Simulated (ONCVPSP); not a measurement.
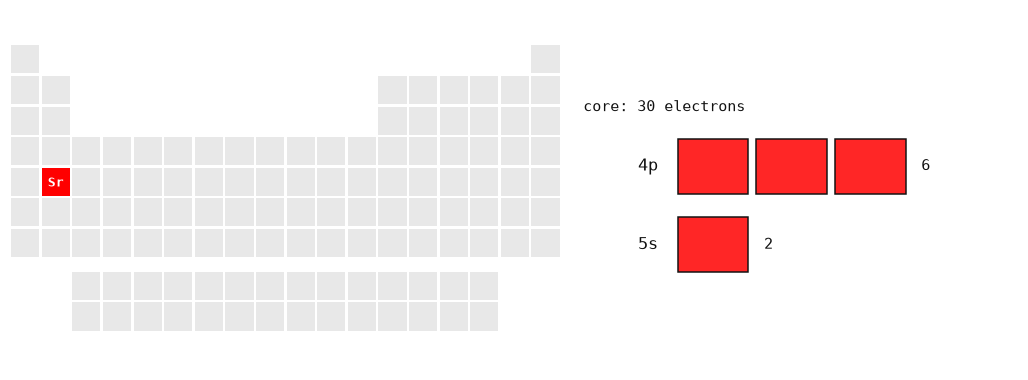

**Figure 1.** Left, the place of strontium in the periodic table; right, the valence shells of the reference configuration: a box for each of the 2l + 1 orbitals, shaded by the share of the shell that is filled, with the electron count at the right. The shells are those of the unaltered input.

# Sr: pseudopotential generation

- system: strontium (Sr, Z = 38), core [Ar] 3d10 4s2, reference valence 4p6 5s2, valence charge 8. (This line and the method describe the unaltered input from which the odd one was made.)
- method: ONCV potential, PBEsol, scalar-relativistic, made with ONCVPSP 4.0.1

**Input file**
```
# ATOM AND REFERENCE CONFIGURATION
# atsym  z   nc   nv     iexc    psfile
  Sr 38.00    7    2  -116133      upf
#
#   n    l    f
    1    0    2.00
    2    0    2.00
    2    1    6.00
    3    0    2.00
    3    1    6.00
    3    2   10.00
    4    0    2.00
    4    1    6.00
    5    0    2.00
#
# PSEUDOPOTENTIAL AND OPTIMIZATION
# lmax
    2
#
#   l,   rc,      ep,       ncon, nbas, qcut
    0    3.50    0.00    4    7    1.70
    1    1.55    0.00    5    9    6.40
    2    3.10    0.03    4    9    2.90
#
# LOCAL POTENTIAL
# lloc, lpopt,  rc(5),   dvloc0
    4    1    1.25    0.00
#
# VANDERBILT-KLEINMAN-BYLANDER PROJECTORs
# l, nproj, debl
    0    2    2.50
    1    2    1.20
    2    3    2.30
#
# MODEL CORE CHARGE
# icmod, fcfact, rcfact
    3    4.00    0.30
#
# LOG DERIVATIVE ANALYSIS
# epsh1, epsh2, depsh
   -2.00    5.00    0.02
#
# OUTPUT GRID
# rlmax, drl
    6.00    0.01
#
# TEST CONFIGURATIONS
# ncnf
    4
# nvcnf
#   n    l    f
    2
    4    1    6.00
    5    0    1.00
#
    2
    4    1    6.00
    5    0    0.00
#
    2
    4    1    6.00
    5    0    1.50
#
    3
    4    1    6.00
    5    0    0.00
    5    1    2.00
#
```

Command:
```bash
oncvpsp.x < Sr.dat > Sr.out
```

**Log (extracts)**
```
ONCVPSP  (Optimized Norm-Conservinng Vanderbilt PSeudopotential)
scalar-relativistic version 4.0.1

#   n    l    f        energy (Ha)
    1    0    2.00    -5.8528185E+02
    2    0    2.00    -7.9254900E+01
    2    1    6.00    -7.0438680E+01
    3    0    2.00    -1.2248218E+01
    3    1    6.00    -9.4040509E+00
    3    2   10.00    -4.7044764E+00
    4    0    2.00    -1.5021090E+00
    4    1    6.00    -8.3813607E-01
    5    0    2.00    -1.2995384E-01

Reference configufation results
  iterations    20
  all-electron total energy (Ha)   -3.17757486D+03

Begin loop to  construct optimized pseudo wave functions
and semi-local pseudopoentials for all angular momenta

   Wellstate for l =  0  n =  8
     eigenvalue =   2.3700
     asymptotic potential =   2.8700
     half-point radius =  5.7614

Calculating optimized projector #   1

 for l=   0

    Fraction of norm inside rc  0.325877
    Optimizing pswf for qcut=   1.70 a_B^-1,  ecut=   1.45 Ha
    Residual kinetic energy error=  1.12D-03 Ha

    Energy error per electron        Cutoff
         Ha          eV             Ha
         0.01000     0.27211        0.71
         0.00100     0.02721        1.61
         0.00010     0.00272        6.30
         0.00001     0.00027        8.87

Calculating optimized projector #   2

 for l=   0

    Fraction of norm inside rc  0.231322
    Optimizing pswf for qcut=   1.70 a_B^-1,  ecut=   1.45 Ha
    Residual kinetic energy error=  5.15D-01 Ha

    Energy error per electron        Cutoff
         Ha          eV             Ha
         0.01000     0.27211       10.11
         0.00100     0.02721       13.21
         0.00010     0.00272       15.14
         0.00001     0.00027       19.63

   Wellstate for l =  1  n =  5
     eigenvalue =   0.3619
     asymptotic potential =   0.8619
     half-point radius =  3.9086

Calculating optimized projector #   1

 for l=   1

    Fraction of norm inside rc  0.541427
    Optimizing pswf for qcut=   6.40 a_B^-1,  ecut=  20.50 Ha
    Residual kinetic energy error=  5.12D-04 Ha

    Energy error per electron        Cutoff
         Ha          eV             Ha
         0.01000     0.27211       11.97
         0.00100     0.02721       18.85
         0.00010     0.00272       57.26
         0.00001     0.00027      103.78

Calculating optimized projector #   2

 for l=   1

    Fraction of norm inside rc  0.110301
    Optimizing pswf for qcut=   6.40 a_B^-1,  ecut=  20.50 Ha
    Residual kinetic energy error=  2.25D-04 Ha

    Energy error per electron        Cutoff
         Ha          eV             Ha
         0.01000     0.27211        5.89
         0.00100     0.02721       16.78
         0.00010     0.00272       24.32
         0.00001     0.00027      114.13

WARNING wellstate: localized bound state found for n= 4 l= 2
WARNING this state with energy -0.04731248
WARNING will be used for the first projector

   Wellstate for l =  2  n =  7
     eigenvalue =   2.2527
     asymptotic potential =   2.7527
     half-point radius =  5.3290

   Wellstate for l =  2  n =  9
     eigenvalue =   4.5527
     asymptotic potential =   5.0527
     half-point radius =  5.4977

Calculating optimized projector #   1

 for l=   2

    Fraction of norm inside rc  0.502606
    Optimizing pswf for qcut=   2.90 a_B^-1,  ecut=   4.21 Ha
    Residual kinetic energy error=  5.78D-03 Ha

    Energy error per electron        Cutoff
         Ha          eV             Ha
         0.01000     0.27211        3.84
         0.00100     0.02721       13.76
         0.00010     0.00272       30.92
         0.00001     0.00027       37.47

Calculating optimized projector #   2

 for l=   2

    Fraction of norm inside rc  0.235966
    Optimizing pswf for qcut=   2.90 a_B^-1,  ecut=   4.21 Ha
    Residual kinetic energy error=  3.52D-01 Ha

    Energy error per electron        Cutoff
         Ha          eV             Ha
         0.01000     0.27211       13.38
         0.00100     0.02721       37.82
         0.00010     0.00272       43.65
         0.00001     0.00027       59.00

Calculating optimized projector #   3

 for l=   2

    Fraction of norm inside rc  0.165323
    Optimizing pswf for qcut=   2.90 a_B^-1,  ecut=   4.21 Ha
    Residual kinetic energy error=  1.36D+00 Ha

    Energy error per electron        Cutoff
         Ha          eV             Ha
         0.01000     0.27211        9.31
         0.00100     0.02721       17.55
         0.00010     0.00272       32.67
         0.00001     0.00027       43.51

Construct Vanderbilt / Kleinmman-Bylander projectors

B matrix Hermiticity error, ll=   0
   1   2    4.3433E-05

  Orthonormal projector coefficients  6.3668E+00  7.6430E-01

B matrix Hermiticity error, ll=   1
   1   2    1.0272E-04

  Orthonormal projector coefficients  5.6783E+00  1.2925E+00

B matrix Hermiticity error, ll=   2
   1   2    4.5338E-05
   1   3    1.0612E-04
   2   3   -9.5943E-05

  Orthonormal projector coefficients  2.8250E+00 -2.4981E+00 -1.4408E+00

Model core correction analysis
  based on d2Exc/dn_idn_j

d2excae - all-electron derivatives

   -2.722631D-02   -3.071605D-03
   -3.071069D-03   -2.779465D-02

d2excps - pseudofunction derivatives with no core correction

   -3.654425D-02   -3.399230D-03
   -3.398784D-03   -2.795308D-02

rms 2nd derivative error    4.665402E-03

rmatch, rhocmatch    1.0636    3.3991

Teter function model core charge with specified parameters

d2excps - pseudofunction derivatives with core correction

   -3.652666D-02   -3.398753D-03
   -3.398307D-03   -2.795308D-02

rms 2nd derivative error    4.656604E-03

Pseudoatom total energy  -18.272189

Diagnostic tests using Vanderbilt-Kleinman-Bylander pseudopotentials
  1 or more projectors used as specified by nproj input data

   l    rcore       rmatch      e in        delta e   norm test  slope test

   0   3.5185857   3.6254176  -0.1299538  -0.0000001   1.0000075   0.9999854
   0   3.5185857   3.6254176   2.3700462   0.0000118   1.0000950   1.0000950

   1   1.5504036   1.5974772  -0.8381361  -0.0000066   1.0000752   1.0000991
   1   1.5504036   1.5974772   0.3618639   0.0000017   1.0002137   1.0002137

   2   3.1032055   3.1974255  -0.0473125   0.0000001   0.9999880   0.9999849
   2   3.1032055   3.1974255   2.2526875   0.0000011   1.0001422   1.0001422
   2   3.1032055   3.1974255   4.5526875   0.0000571   1.0000393   1.0000393

 Testing for bound ghosts
   n   l    E NL Schr. Eq   E Basis Diag.   E Cutoff

       0                       -1.015359     15.05  WARNING - GHOST(-)
   1   0       -0.129954       -0.128886     15.05

   2   1       -0.838143       -0.836667    164.05

   3   2       -0.047312       -0.044417     57.48

 Testing for highly-localized positive-energy ghosts
       l    <radius>/rc     E Basis Diag.   E Cutoff

       0        0.696050        3.085113     15.05  WARNING - GHOST(+)

Test configuration 0

   n   l     f        eae           eps        diff
   1   0  2.0000 -585.28184953
   2   0  2.0000  -79.25489988
   2   1  6.0000  -70.43867983
   3   0  2.0000  -12.24821790
   3   1  6.0000   -9.40405086
   3   2 10.0000   -4.70447635
   4   0  2.0000   -1.50210901
   4   1  6.0000   -0.83813607   -0.83814271   -6.64D-06
   5   0  2.0000   -0.12995384   -0.12995395   -1.13D-07

    Total energies and differences
      AE_ref= -3.17757486D+03  AE_tst= -3.17757486D+03  dif=  0.00D+00
      PS_ref= -1.82721893D+01  PS_tst= -1.82721893D+01  dif=  1.07D-14
      PSP excitation error= -1.07D-14

Test configuration 1

   n   l     f        eae           eps        diff
   1   0  2.0000 -585.51877935
   2   0  2.0000  -79.49139398
   2   1  6.0000  -70.67519542
   3   0  2.0000  -12.48427814
   3   1  6.0000   -9.64008238
   3   2 10.0000   -4.94046327
   4   0  2.0000   -1.73548144
   4   1  6.0000   -1.06997547   -1.06769826    2.28D-03
   5   0  1.0000   -0.30654424   -0.30633519    2.09D-04

    Total energies and differences
      AE_ref= -3.17757486D+03  AE_tst= -3.17735818D+03  dif=  2.17D-01
      PS_ref= -1.82721893D+01  PS_tst= -1.80555625D+01  dif=  2.17D-01
      PSP excitation error=  4.81D-05

Test configuration 2

   n   l     f        eae           eps        diff
   1   0  2.0000 -585.80076686
   2   0  2.0000  -79.77256961
   2   1  6.0000  -70.95640555
   3   0  2.0000  -12.76463710
   3   1  6.0000   -9.92038570
   3   2 10.0000   -5.22068510
   4   0  2.0000   -2.01044080
   4   1  6.0000   -1.34155445   -1.33491788    6.64D-03

    Total energies and differences
      AE_ref= -3.17757486D+03  AE_tst= -3.17695779D+03  dif=  6.17D-01
      PS_ref= -1.82721893D+01  PS_tst= -1.76560887D+01  dif=  6.16D-01
      PSP excitation error=  9.62D-04

Test configuration 3

   n   l     f        eae           eps        diff
   1   0  2.0000 -585.39407586
   2   0  2.0000  -79.36695841
   2   1  6.0000  -70.55074642
   3   0  2.0000  -12.36010957
   3   1  6.0000   -9.51593133
   3   2 10.0000   -4.81633933
   4   0  2.0000   -1.61296057
   4   1  6.0000   -0.94838925   -0.94746501    9.24D-04
   5   0  1.5000   -0.21591106   -0.21586587    4.52D-05

    Total energies and differences
      AE_ref= -3.17757486D+03  AE_tst= -3.17748865D+03  dif=  8.62D-02
      PS_ref= -1.82721893D+01  PS_tst= -1.81859851D+01  dif=  8.62D-02
      PSP excitation error=  2.79D-06

Test configuration 4

   n   l     f        eae           eps        diff
   1   0  2.0000 -585.37841667
   2   0  2.0000  -79.35154680
   2   1  6.0000  -70.53520845
   3   0  2.0000  -12.34489154
   3   1  6.0000   -9.50067543
   3   2 10.0000   -4.80105914
   4   0  2.0000   -1.59672758
   4   1  6.0000   -0.93041969   -0.92424519    6.17D-03
   5   1  2.0000   -0.08292091   -0.08284287    7.80D-05

    Total energies and differences
      AE_ref= -3.17757486D+03  AE_tst= -3.17740132D+03  dif=  1.74D-01
      PS_ref= -1.82721893D+01  PS_tst= -1.80986847D+01  dif=  1.74D-01
      PSP excitation error=  3.73D-05
```

**What the run reported**

- outcome: generated, with a ghost state
- ghost flags of the generator: 1 GHOST(-), 1 GHOST(+)
- largest excitation error printed: 26 meV
- hardware: 1 CPU thread, shared host
- wall time: 7.7 s

**What is odd here**

This input holds a deliberate oddity: model core set to icmod 3, fcfact 4.00, rcfact 0.30. The program ran to the end. The all-electron atom is untouched: its total energy equals that from the unaltered input (−3177.5749 Ha). The pseudo-atom's total energy moves by +0.29 Ha, so the potential, or the configuration in which it is tested, is another one. The unaltered input has a GHOST(-) flag too. The potential has a bound ghost state, so it can't be used as it stands. Warnings of the program, in the generation or the tests: wellstate: localized bound state found for n= 4 l= 2.
